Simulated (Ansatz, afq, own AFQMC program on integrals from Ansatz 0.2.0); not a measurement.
# Ge₂+ (quartet): AFQMC on the coupled-cluster ladder, cc-pVTZ, part 2 of 2

Ansatz 0.2.0, Gaussian basis, and an in-house AFQMC program (afq) on its integrals; all values are calculated; cc-pVTZ, frozen cores.

### 9 CCSDT(Q) on UHF

in.yaml reads:

```yaml
crystal:
  periodic: [false, false, false]
  atoms:
    - {symbol: Ge, position_ang: [0.000000, 0.000000, 0.000000]}
    - {symbol: Ge, position_ang: [0.000000, 0.000000, 2.383102]}
basis:
  gaussian: {orbitals: cc-pVTZ}
total_charge: 1
magnetization: {spin_polarized: true, initial_magnetization: 3}
correlation: {method: ccsdt_q, electrons: outside_noble_gas}
```

Started as:

```bash
ansatz run in.yaml --threads 1 --pin off --events-out ev --progress --plain --max-ram 24576MiB --backend cuda --devices 0, --max-vram 18GiB
```

Standard output (excerpt; [...] marks lines left out):

```text
Functional definition: HF
  name "HF"
  cite "Fock, Z. Phys. 61, 126 (1930) doi:10.1007/BF01340294"
  parent pbe
[...]
912 factors; integrals over basis functions are off by at most 2.3e-7 eV
[...]
mean field -112941.46660345 eV, -4150.5223432011 hartree, gradient 2.3e-6 eV, S^2 3.762788; 7 other end points of the search recorded, 0 dependent functions left out
determinant -112941.46660345 eV, -4150.5223432011 hartree, with singles and doubles -112945.53244121 eV, -4150.6717599830 hartree
determinant -112939.69008704 eV, -4150.4570574274 hartree, with singles and doubles -112943.24956856 eV, -4150.5878659605 hartree
determinant -112938.83682943 eV, -4150.4257007886 hartree, with singles and doubles -112942.69910677 eV, -4150.5676368626 hartree
determinant -112938.24911223 eV, -4150.4041025797 hartree, with singles and doubles -112942.74037850 eV, -4150.5691535708 hartree
28 core orbitals not correlated: weight in the atoms' cores, before any rotation towards them, 1.000 or more for the frozen orbitals, at most 0.000 for the correlated occupied ones
reference -112941.46660345 eV, -4150.5223432011 hartree; 5, 2 occupied and 53, 56 virtual orbitals, 912 factors
second order -3.34784125 eV of doubles, -0.00000000 eV of singles
cycle   1  -3.79942007 eV  change   -4.5e-1 eV  update   8.6e-2
[...]
cycle  14  -4.27693603 eV  change   -1.8e-7 eV  update   7.4e-7
perturbative correction -0.01672965 eV, -0.0006148032 hartree
Total energy: -112945.76026912 eV, -4150.6801325043 hartree
```

Run time: 15 s. Hardware: 1 × NVIDIA H100 80GB HBM3 with 1 thread of AMD EPYC 7R13 (Zen 3), shared host; peak host memory 1.6 GiB.

From the report: ⟨S²⟩ of the determinant 3.763 (pure quartet: 3.75); correlation -4.2937 eV; T1 0.022; largest double amplitude 0.12.

### 10 CCSD(T) on UHF

in.yaml reads:

```yaml
crystal:
  periodic: [false, false, false]
  atoms:
    - {symbol: Ge, position_ang: [0.000000, 0.000000, 0.000000]}
    - {symbol: Ge, position_ang: [0.000000, 0.000000, 2.383102]}
basis:
  gaussian: {orbitals: def2-TZVPP}
total_charge: 1
magnetization: {spin_polarized: true, initial_magnetization: 3}
correlation: {method: ccsd_t, electrons: outside_noble_gas}
```

Launched as before.

Standard output (excerpt; [...] marks lines left out):

```text
Functional definition: HF
  name "HF"
  cite "Fock, Z. Phys. 61, 126 (1930) doi:10.1007/BF01340294"
  parent pbe
[...]
649 factors; integrals over basis functions are off by at most 1.1e-3 eV
[...]
mean field -112939.30228798 eV, -4150.4428060747 hartree, gradient 9.8e-6 eV, S^2 3.762620; 7 other end points of the search recorded, 0 dependent functions left out
determinant -112939.30228798 eV, -4150.4428060747 hartree, with singles and doubles -112943.36752155 eV, -4150.5922006530 hartree
determinant -112937.51080354 eV, -4150.3769702357 hartree, with singles and doubles -112941.07673770 eV, -4150.5080158993 hartree
determinant -112936.66184903 eV, -4150.3457717331 hartree, with singles and doubles -112940.52279890 eV, -4150.4876590237 hartree
determinant -112936.08612952 eV, -4150.3246144313 hartree, with singles and doubles -112940.57581358 eV, -4150.4896072771 hartree
28 core orbitals not correlated: weight in the atoms' cores, before any rotation towards them, 0.999 or more for the frozen orbitals, at most 0.000 for the correlated occupied ones
reference -112939.30228798 eV, -4150.4428060747 hartree; 5, 2 occupied and 63, 66 virtual orbitals, 649 factors
second order -3.34999331 eV of doubles, -0.00000000 eV of singles
cycle   1  -3.98618621 eV  change   -2.1e-1 eV  update   1.7e-2
[...]
cycle   8  -3.99333706 eV  change   -5.3e-7 eV  update   3.7e-6
perturbative correction -0.23374403 eV, -0.0085899348 hartree
Total energy: -112943.52936908 eV, -4150.5981484398 hartree
```

Run time: 16 s. Hardware: 1 × NVIDIA H100 80GB HBM3 with 1 thread of AMD EPYC 7R13 (Zen 3), shared host; peak host memory 1.6 GiB.

From the report: ⟨S²⟩ of the determinant 3.763 (pure quartet: 3.75); correlation -4.2271 eV; T1 0.020; largest double amplitude 0.10.

### 11 CCSD(T) on UHF

Changes to in.yaml since step 10:

```diff
@@ -6,3 +6,3 @@
 basis:
-  gaussian: {orbitals: def2-TZVPP}
+  gaussian: {orbitals: "def2-QZVPP.json"}
 total_charge: 1
```

Launched as before.

Standard output (excerpt; [...] marks lines left out):

```text
Functional definition: HF
  name "HF"
  cite "Fock, Z. Phys. 61, 126 (1930) doi:10.1007/BF01340294"
  parent pbe
[...]
1220 factors; integrals over basis functions are off by at most 8.6e-4 eV
[...]
mean field -112941.58035916 eV, -4150.5265236464 hartree, gradient 1.9e-6 eV, S^2 3.762941; 4 other end points of the search recorded, 0 dependent functions left out
determinant -112941.58035916 eV, -4150.5265236464 hartree, with singles and doubles -112945.86166955 eV, -4150.6838589011 hartree
determinant -112939.81108006 eV, -4150.4615038386 hartree, with singles and doubles -112943.57068446 eV, -4150.5996667521 hartree
determinant -112938.95746426 eV, -4150.4301340367 hartree, with singles and doubles -112943.01387318 eV, -4150.5792043149 hartree
28 core orbitals not correlated: weight in the atoms' cores, before any rotation towards them, 0.999 or more for the frozen orbitals, at most 0.000 for the correlated occupied ones
reference -112941.58035916 eV, -4150.5265236464 hartree; 5, 2 occupied and 145, 148 virtual orbitals, 1220 factors
second order -3.55831681 eV of doubles, -0.00000000 eV of singles
cycle   1  -4.12734958 eV  change   -2.8e-1 eV  update   2.1e-2
[...]
cycle   8  -4.14054136 eV  change   -3.5e-6 eV  update   4.8e-6
perturbative correction -0.25658537 eV, -0.0094293386 hartree
Total energy: -112945.97748590 eV, -4150.6881150735 hartree
```

Wall time 19 s (1 × NVIDIA H100 80GB HBM3 with 1 thread of AMD EPYC 7R13 (Zen 3), shared host); peak host memory 1.6 GiB.

From the report: ⟨S²⟩ of the determinant 3.763 (pure quartet: 3.75); correlation -4.3971 eV; T1 0.020; largest double amplitude 0.10.

### 12 Phaseless AFQMC, CISD trial on UHF

It reads the integrals that the CCSD(T) run on this determinant wrote.

Started as:

```bash
afq ham --method phaseless --trial cisd --walkers 3000 --populations 20 --least-time 60 --time-step 0.005 --steps-per-block 50 --equilibration-blocks 28 --max-blocks 4000 --target-error 0.00016 --factor-cut 1e-05 --start spin_pure --seed 3465 --release-times 0.24,0.51,0.99,1.62,2.4 --release-step 0.03 --release-every 3 --taylor-order 6
```

Standard output:

```text
orbitals 58  electrons 5 2  factors 457 of 577
reference energy -4150.52234243 Eh
CCSD correlation -0.14692726 Eh in 10 cycles, weight of the determinant in the CISD state 0.8771
energy of the start -4150.668966 Eh
 block  time / (1/Eh)  mean weight  energy / Eh
     1     0.250  1.0001  -4150.668356
     2     0.500  0.9998  -4150.669448
     3     0.750  1.0001  -4150.670657
     4     1.000  1.0001  -4150.671934
     5     1.250  0.9999  -4150.673012
     6     1.500  1.0000  -4150.674215
     7     1.750  0.9998  -4150.675124
     8     2.000  0.9999  -4150.675716
     9     2.250  0.9998  -4150.676207
    10     2.500  1.0001  -4150.677155
    11     2.750  0.9999  -4150.678041
    16     4.000  0.9997  -4150.678803
    21     5.250  1.0002  -4150.678627
    26     6.500  1.0001  -4150.679179
    31     7.750  1.0002  -4150.678838
    36     9.000  1.0002  -4150.678880
    41    10.250  1.0000  -4150.679037
    46    11.500  0.9999  -4150.679144
    51    12.750  0.9999  -4150.677596
    56    14.000  1.0001  -4150.678928
    61    15.250  1.0002  -4150.677900
    66    16.500  0.9999  -4150.678057
    71    17.750  1.0001  -4150.678959
    76    19.000  0.9999  -4150.678789
    81    20.250  0.9997  -4150.678604
    86    21.500  1.0000  -4150.679241
    91    22.750  1.0000  -4150.678372
    96    24.000  1.0001  -4150.678713
   101    25.250  1.0000  -4150.678120
   106    26.500  1.0002  -4150.678606
   111    27.750  0.9999  -4150.677698
   116    29.000  0.9998  -4150.678302
   121    30.250  1.0003  -4150.679285
   126    31.500  0.9999  -4150.679033
   131    32.750  1.0004  -4150.679087
   136    34.000  1.0002  -4150.678743
   141    35.250  1.0001  -4150.679695
   146    36.500  1.0000  -4150.679099
   151    37.750  1.0001  -4150.678269
   156    39.000  1.0003  -4150.678466
   161    40.250  0.9995  -4150.678517
   166    41.500  1.0001  -4150.677882
   171    42.750  0.9999  -4150.678665
   176    44.000  1.0000  -4150.678524
   181    45.250  1.0001  -4150.678999
   186    46.500  1.0002  -4150.678751
   191    47.750  0.9999  -4150.678974
   196    49.000  0.9999  -4150.678366
   201    50.250  1.0003  -4150.679075
   206    51.500  1.0002  -4150.678294
   211    52.750  1.0000  -4150.678725
error from the spread of 20 populations
released: time / (1/Eh)  energy / Eh  error  mean overlap
  0.24  -4150.678394  0.000585  0.9985
  0.51  -4150.679163  0.000064  0.9981
  0.99  -4150.679444  0.000052  0.9968
  1.62  -4150.679264  0.000387  0.9951
  2.40  -4150.679783  0.000080  0.9919
energy -4150.678623 +/- 0.000103 Eh
```

Wall time 4 min (1 × NVIDIA H100 80GB HBM3 with 2 threads of AMD EPYC 7R13 (Zen 3), shared host); peak host memory 1.6 GiB.

Energy -112945.7192 ± 0.0028 eV. Caveats: constraint bias not in the error.

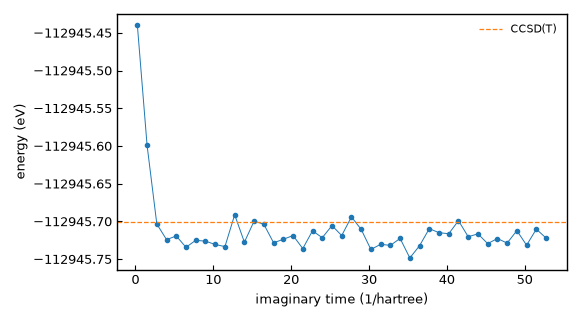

Block energies along the walk.

### 13 AFQMC on the ladder

On the UHF determinant, counted from CCSDT(Q) (a yardstick, not exact):

```
                                                level   energy (eV)  from CCSDT(Q) (kJ/mol)  statistical error (kJ/mol)   time
                                                   HF  -112941.4666                  +414.3                                   
                                                  MP2  -112944.8144                   +91.3                                   
                                                 CCSD  -112945.4647                   +28.5                                   
                                              CCSD(T)  -112945.7005                    +5.8                                   
                                             CCSDT(Q)  -112945.7603                     0.0                                   
Phaseless AFQMC, CISD trial, step 0.005, 3000 walkers  -112945.7192                    +4.0                         0.3  4 min
```

The functionals' totals stand on their own zeros and serve differences with other points: PBE -113012.211 eV; r2SCAN -113028.439 eV; PBE0 -113014.869 eV; B3LYP -113031.645 eV; wB97M-V -113022.894 eV; B2PLYP -113006.775 eV.

### 14 Outcome

The summary covers parts 1 to 2.

```
                                        quantity              value
                    CCSD(T) on UHF from CCSDT(Q)        +5.8 kJ/mol
Phaseless AFQMC, CISD trial on UHF from CCSDT(Q)  +4.0 ± 0.3 kJ/mol
```

What this shows: On UHF the phaseless walk with the CISD trial lies +4.0 kJ/mol from CCSDT(Q), 15 times its error bar. Error bars are statistical and leave out the constraint, the time step and what remains of the start.
